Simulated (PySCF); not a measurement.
# What a change does: NMR shielding calculation on C₈H₆FeO₆

System: C₈H₆FeO₆.
Method of the first run: GIAO PBE/pcSseg-1 NMR shielding, non-relativistic, gas phase (PySCF 2.14.0).

The geometry comes from this level: PBE0-D3(BJ)/def2-SVP. Text and figures count atoms from 1; the logs count them from 0 in places.

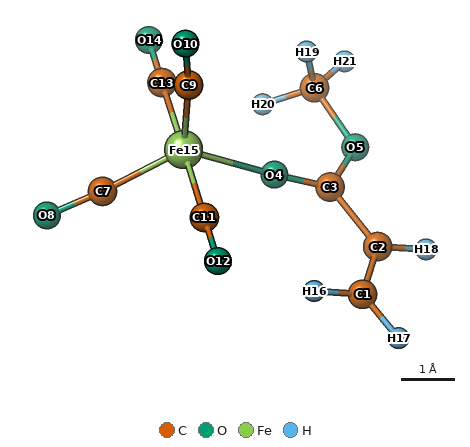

**Figure 1.** The structure as given in the input (ball-and-stick view, seen at an oblique angle; atoms are numbered from 1 in the order of the input). Sticks mark near contacts.

### Input file, the first run
```
{"job": {"kind": "nmr", "xc": "PBE", "basis": "pcSseg-1", "pop": false}, "charge": 0, "multiplicity": 1}
C      1.934921    -3.113282     0.722421
C      2.778320    -2.083462     0.614101
C      2.318022    -0.725792     0.275389
O      1.163981    -0.397952     0.080930
O      3.331299     0.127967     0.200441
C      3.024404     1.476866    -0.114625
C     -1.736212    -0.074620    -1.570861
O     -2.425553    -0.190900    -2.484600
C     -1.624748     0.912650     1.287350
O     -2.244984     1.408369     2.119638
C     -1.343029    -1.457196     0.467728
O     -1.661679    -2.498982     0.817095
C     -0.316816     1.790834    -0.674380
O      0.020164     2.819893    -1.043523
Fe    -0.829782     0.170560    -0.090178
H      0.861211    -2.988945     0.567850
H      2.297594    -4.112635     0.973109
H      3.853951    -2.196707     0.767682
H      2.334931     1.903382     0.627767
H      2.567106     1.551435    -1.111416
H      3.976400     2.018306    -0.098559
```

The first line tells a small driver script what to run in PySCF; the rest is the geometry in Å.

Hardware: 8 threads of Intel Xeon (Granite Rapids), 64 GiB of memory available, shared host.

### Output, shortened to warnings, some set-up lines, iterations and results (the first run)
```
coarse grid: 94808 points
[...]
cycle   1  E = -2007.9158595450  dE =  1.533e+01  |g| = 7.399e+00  |ddm| = 6.175e+00
cycle   2  E = -1782.5498095183  dE =  2.254e+02  |g| = 3.706e+01  |ddm| = 1.327e+02
cycle   3  E = -1927.4777228963  dE = -1.449e+02  |g| = 2.514e+01  |ddm| = 5.418e+01
cycle   4  E = -1973.7401377557  dE = -4.626e+01  |g| = 1.856e+01  |ddm| = 4.607e+01
cycle   5  E = -1993.3110982828  dE = -1.957e+01  |g| = 1.388e+01  |ddm| = 2.274e+01
[... 23 lines ...]
cycle  29  E = -2022.3821480253  dE = -6.082e-04  |g| = 4.919e-03  |ddm| = 2.506e-02
cycle  30  E = -2022.3821525382  dE = -4.513e-06  |g| = 5.097e-04  |ddm| = 2.687e-03
cycle  31  E = -2022.3821526012  dE = -6.297e-08  |g| = 5.185e-05  |ddm| = 4.467e-04
cycle  32  E = -2022.3821526015  dE = -3.456e-10  |g| = 3.550e-05  |ddm| = 5.570e-05
cycle  33  E = -2022.3821526017  dE = -2.055e-10  |g| = 9.948e-06  |ddm| = 2.552e-05
converged SCF energy = -2022.3821526017

GIAO shielding tensors (ppm)
atom      isotropic    diamagn.    paramagn.     s11        s22        s33       span
  0 C       38.978     256.082    -217.103    -75.270     26.154    166.051    241.321
  1 C       47.664     256.690    -209.026    -55.850     61.976    136.866    192.716
  2 C        5.104     257.011    -251.907    -86.382     38.045     63.649    150.031
  3 O       75.919     408.125    -332.206   -268.351    -57.980    554.087    822.438
  4 O      111.781     397.737    -285.956    -69.556    184.679    220.220    289.776
  5 C      124.925     249.883    -124.957     97.157    107.605    170.015     72.858
  6 C      -33.101     253.489    -286.590   -181.552   -148.939    231.187    412.738
  7 O      -60.616     402.776    -463.393   -352.755   -168.802    339.708    692.463
  8 C      -32.261     253.842    -286.104   -181.105   -148.284    232.607    413.712
  9 O      -59.184     403.124    -462.308   -350.366   -170.304    343.118    693.485
 10 C      -70.944     258.343    -329.287   -188.220   -167.483    142.871    331.092
 11 O     -168.502     403.707    -572.209   -295.825   -290.989     81.307    377.133
 12 C      -71.543     259.086    -330.629   -188.921   -165.974    140.266    329.187
 13 O     -167.488     404.545    -572.033   -295.755   -288.867     82.160    377.915
 14 Fe   -3303.408    2051.810   -5355.218  -4079.279  -3692.442  -2138.503   1940.776
 15 H       24.581      34.704     -10.122     22.623     23.851     27.270      4.647
 16 H       25.065      25.787      -0.722     23.257     24.694     27.245      3.988
 17 H       25.175      28.197      -3.022     22.875     24.195     28.455      5.580
 18 H       27.374      33.478      -6.104     24.396     26.104     31.623      7.227
 19 H       27.370      33.067      -5.697     24.339     25.984     31.787      7.448
 20 H       27.542      27.761      -0.219     23.848     26.657     32.120      8.272
```

For the second run the input was changed thus:
```diff
-"xc": "PBE"
+"xc": "PBE0"
```

Predict how the results change.

The total energies belong to different methods, so their difference says nothing on which is more stable or more accurate. The HOMO goes from −4.83 to −5.88 eV. The LUMO goes from −2.97 to −2.13 eV. The dipole moment goes from 4.99 to 5.45 D. Of all shieldings, the largest change is that of Fe15, by −1569.0 ppm. The functional changes from PBE to PBE0. Exact exchange removes part of the self-interaction error of semilocal functionals, which pushes filled and empty levels apart. The SCF takes 30 iterations against 33. On the same kind of shared host the second run took about 1.7 times as long.

### Output, shortened to warnings, some set-up lines, iterations and results (the second run)
```
coarse grid: 94808 points
[...]
cycle   1  E = -2008.7683926334  dE =  1.449e+01  |g| = 7.279e+00  |ddm| = 6.037e+00
cycle   2  E = -1825.0825849019  dE =  1.837e+02  |g| = 3.419e+01  |ddm| = 1.126e+02
cycle   3  E = -1956.0748229340  dE = -1.310e+02  |g| = 2.110e+01  |ddm| = 6.180e+01
cycle   4  E = -1990.8834622581  dE = -3.481e+01  |g| = 1.495e+01  |ddm| = 3.557e+01
cycle   5  E = -2000.6321484569  dE = -9.749e+00  |g| = 1.183e+01  |ddm| = 1.063e+01
[... 20 lines ...]
cycle  26  E = -2022.2781491597  dE = -4.960e-06  |g| = 3.280e-04  |ddm| = 2.993e-03
cycle  27  E = -2022.2781491810  dE = -2.130e-08  |g| = 1.078e-04  |ddm| = 2.164e-04
cycle  28  E = -2022.2781491841  dE = -3.052e-09  |g| = 5.840e-05  |ddm| = 1.314e-04
cycle  29  E = -2022.2781491853  dE = -1.199e-09  |g| = 1.834e-05  |ddm| = 8.637e-05
cycle  30  E = -2022.2781491854  dE = -1.487e-10  |g| = 9.625e-06  |ddm| = 3.652e-05
converged SCF energy = -2022.2781491854

GIAO shielding tensors (ppm)
atom      isotropic    diamagn.    paramagn.     s11        s22        s33       span
  0 C       37.956     256.070    -218.113    -85.961     28.823    171.007    256.967
  1 C       50.943     257.946    -207.003    -59.826     70.395    142.261    202.086
  2 C        3.817     255.453    -251.636    -94.920     35.039     71.332    166.253
  3 O       76.830     408.617    -331.787   -267.435    -58.633    556.557    823.992
  4 O      127.009     397.542    -270.533    -58.103    206.873    232.258    290.361
  5 C      130.131     250.079    -119.947    103.029    113.291    174.074     71.045
  6 C      -42.219     253.378    -295.597   -206.074   -166.153    245.570    451.644
  7 O      -56.230     401.987    -458.216   -389.233   -171.753    392.297    781.530
  8 C      -41.355     253.718    -295.074   -205.152   -165.513    246.598    451.750
  9 O      -54.953     402.310    -457.264   -385.155   -174.622    394.917    780.072
 10 C      -89.146     258.438    -347.583   -219.460   -199.708    151.731    371.191
 11 O     -203.570     402.769    -606.339   -346.969   -337.935     74.193    421.162
 12 C      -89.246     259.124    -348.370   -219.686   -198.227    150.174    369.860
 13 O     -202.755     403.587    -606.342   -347.766   -335.763     75.266    423.032
 14 Fe   -4872.400    2050.488   -6922.888  -5777.901  -5695.176  -3144.125   2633.776
 15 H       24.432      34.041      -9.609     22.412     23.579     27.306      4.894
 16 H       24.907      25.786      -0.880     22.784     24.526     27.411      4.628
 17 H       25.204      28.233      -3.029     22.854     24.116     28.643      5.789
 18 H       27.557      33.221      -5.664     24.838     25.685     32.148      7.311
 19 H       27.552      32.870      -5.319     24.773     25.610     32.272      7.499
 20 H       27.591      27.941      -0.350     23.790     26.546     32.438      8.648
```

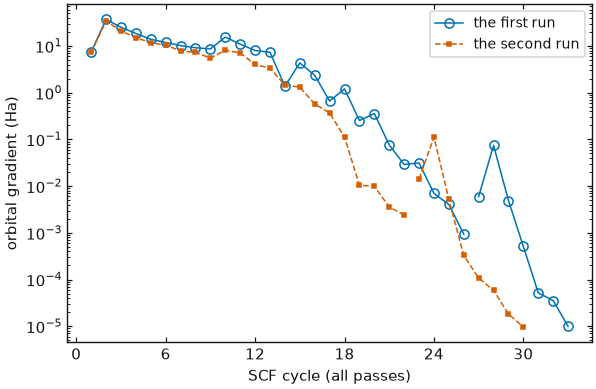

**Figure 2.** Convergence of the two runs: orbital gradient against the SCF cycle. A break in a curve parts two SCF passes (coarse and final grid). The first run takes 33 cycles in all, and the second run takes 30.

### The two runs side by side

| quantity | the first run | the second run |
| --- | --- | --- |
| outcome | converged | converged |
| total energy (hartree) | −2022.382153 | −2022.278149 |
| HOMO (eV) | −4.83 | −5.88 |
| LUMO (eV) | −2.97 | −2.13 |
| dipole moment (D) | 4.99 | 5.45 |
| shielding of O5 (ppm) | 111.8 | 127.0 |
| shielding of C7 (ppm) | −33.1 | −42.2 |
| shielding of C11 (ppm) | −70.9 | −89.1 |
| shielding of O12 (ppm) | −168.5 | −203.6 |
| shielding of C13 (ppm) | −71.5 | −89.2 |
| shielding of O14 (ppm) | −167.5 | −202.8 |
| shielding of Fe15 (ppm) | −3303.4 | −4872.4 |
| SCF iterations | 33 | 30 |
| basis functions | 313 | 313 |
| wall time (shared host) | 50 s | 84 s |

For the first run: The run takes a singlet; with an open-shell metal another spin state may lie lower.
